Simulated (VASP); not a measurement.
Band structure of VSe (relaxed from the wurtzite structure, space group P6_3mc). All values below come from PBEsol GGA, VASP's PBE PAW potentials (set 64) (plane waves; VASP).

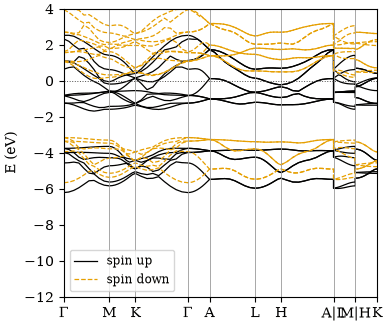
Bands along high-symmetry lines, zero at the valence-band maximum or, without a gap, the Fermi level

**Question.** Read the plot: is there a gap, and where are the band edges?

**Answer.** It has no gap at this level: it comes out as a metal or semimetal. (Edges off the drawn lines would not show.)

The structure was generated: VSe was put into the wurtzite type (P6_3mc), which need not be its known phase. It was relaxed first, which changed the volume by -27 %.
